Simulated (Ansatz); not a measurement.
## Electronic structure of CuO$_{2}$ (charge −1) in real space

Input file:

```
crystal:
  periodic: [false, false, false]
  atoms:
    - {symbol: Cu, position_ang: [-0.665381, -1.032505, 0.804910]}
    - {symbol: O, position_ang: [0.698610, 1.065010, -0.247406]}
    - {symbol: O, position_ang: [-0.033230, -0.032505, -0.557513]}
basis:
  gaussian: {orbitals: def2-TZVPD, initial_orbitals: start.molden}
total_charge: -1
hamiltonian: {xc: pbe0, dispersion: d4}
scf: {omitted_lower_state_checks: [starts]}
output: {orbitals: {seedname: orbitals}}
```

Launched as:

```sh
ansatz run in.yaml --threads 2 --pin off --events-out ev --progress --plain --max-ram 4352MiB
```

Geometry: r2SCAN-D4/def2-TZVPD; the highest occupied orbital lies above zero, a sign that basis and functional describe the outermost electron poorly.

All numbers below come from Ansatz, RKS PBE0-D4/def2-TZVPD.

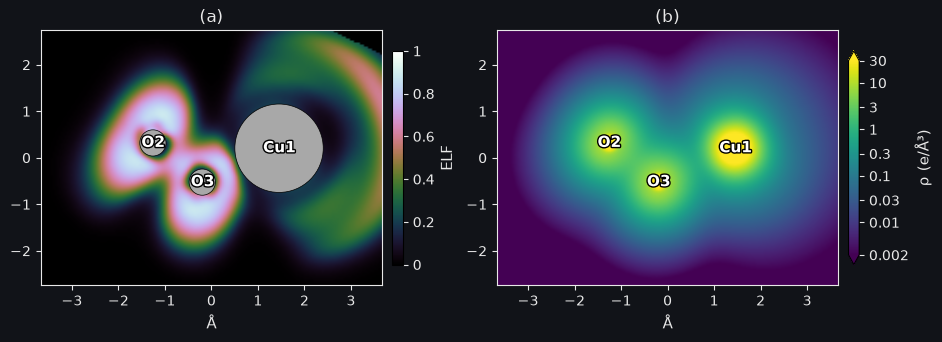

Figure 1. (a) ELF; (b) electron density on the molecular plane. Grey discs cover the atomic cores in the ELF map.

Question: Read the bonding off the picture.

Answer:
- The section cuts through Cu and O sites.
- O–O (1.36 Å): ρ is about 2.4 e/Å³ halfway; the ELF peaks at about 0.80 between the atoms, as expected for a shared electron pair.
- Cu–O (1.80 Å): ρ is about 0.87 e/Å³ halfway; the ELF peaks at about 0.80 in the valence shell of O, 0.5 Å from its nucleus, and is about 0.20 at the midpoint.
- The ELF also peaks beside O2, away from the bonds: lone-pair regions.

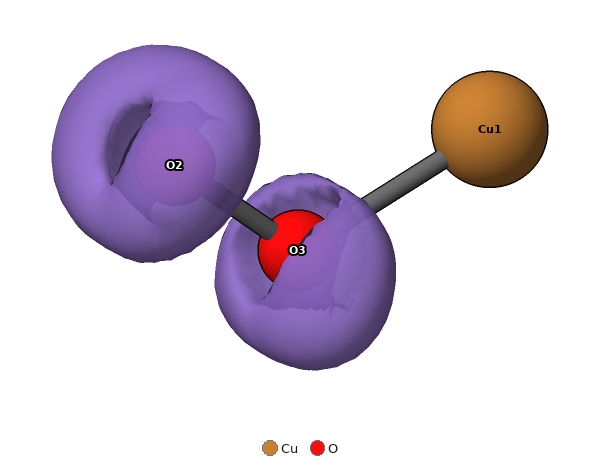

Figure 2. Isosurface of the electron localisation function at 0.8 (purple), seen at a tilt. Only the valence region is drawn (cores and ρ < 0.01 e/Å³ removed).

Question: What do the ELF domains correspond to?

Answer: At this value the surface marks out two regions wrapped around O (the valence shell of each).

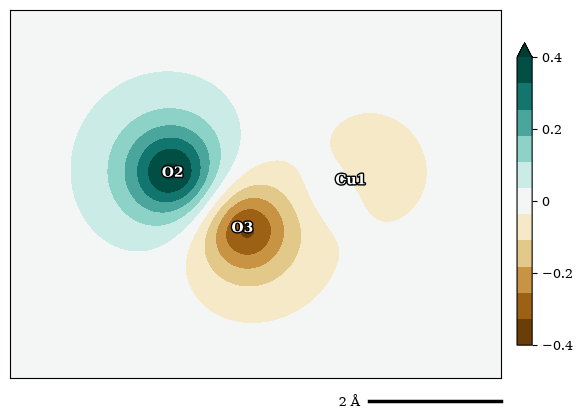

Figure 3. The HOMO on a plane 0.8 Å above the molecular plane (values in Å⁻³ᐟ²; the overall sign is arbitrary).

Question: Describe this orbital and give its energy.

Answer: By Hirshfeld shares it lies mainly on O2 (about 55 %), O3 (about 35 %) and Cu1 (about 10 %); it changes sign across the molecular plane (π type); π-antibonding (a node) across O2–O3. Its energy is 0.22 eV.
